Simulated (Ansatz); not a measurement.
Start from BAs in the zinc blende structure (space group F-43m, No. 216; a = 4.7679 Å). Axes: x, y, z lie along the cube axes.

One thing is altered: biaxial strain +0.50 %, plane normal [001], relaxed out of plane (Cartesian); in-plane vectors clamped, the third vector and the atoms free.

The values are results of PBEsol, PAW, 420 eV (Ansatz, an electronic-structure program; no SOC), not measurements.

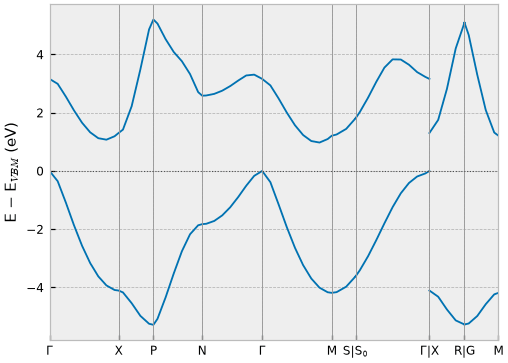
Fig. 1. Highest valence and lowest conduction band along the path of the changed cell's own zone

Q: From the figure, how large is the changed gap, and is it direct?

A: About 1.0 eV, indirect, Γ → Γ–M (82 % along).

Stability against distortions was not tested. k-point labels follow each cell's own Brillouin zone.
